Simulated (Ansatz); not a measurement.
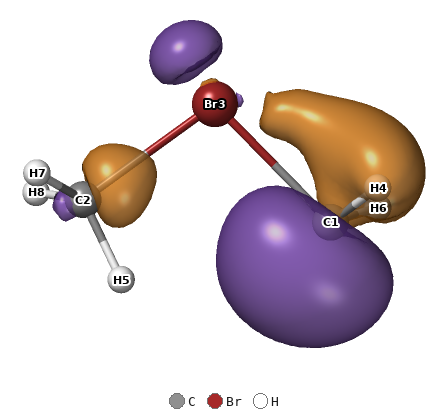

The picture shows: C2H5Br (SMILES [CH2-][Br+]C). One frontier orbital at ±0.15 Å⁻³ᐟ² (orange and purple are the two phases), seen from one side.

Geometry: B3LYP/6-31G*.

The calculation used isolated molecule in a Gaussian basis; Kohn-Sham density functional theory, functional PBE0 (Ansatz).

The calculation's input:

```
crystal:
  periodic: [false, false, false]
  atoms:
    - symbol: C
      position_ang: [-0.185372, -0.236765, 1.665241]
    - symbol: C
      position_ang: [0.914333, 0.163256, -1.141106]
    - symbol: Br
      position_ang: [1.480627, 0.480848, 0.749036]
    - symbol: H
      position_ang: [-0.450582, 0.639250, 2.278113]
    - symbol: H
      position_ang: [-0.069531, -0.283176, -0.989899]
    - symbol: H
      position_ang: [0.277706, -0.979454, 2.334042]
    - symbol: H
      position_ang: [0.877389, 1.126787, -1.648646]
    - symbol: H
      position_ang: [1.631928, -0.517146, -1.598851]
basis:
  gaussian: {orbitals: def2-TZVPD}
hamiltonian: {xc: pbe0}
output: {forces: true, orbitals: {seedname: orbitals}}
```

Run with:

```sh
ansatz run input.yaml --threads 1 --pin off --max-ram 2610MiB --events-out events.jsonl --progress --plain --runs-dir runs
```

Which orbital is it: HOMO or LUMO?

The HOMO, at −5.64 eV. Its weight (Hirshfeld) is mainly on C1 (about 65 %), Br3 (about 15 %), H4 (about 5 %) and H6 (about 5 %).
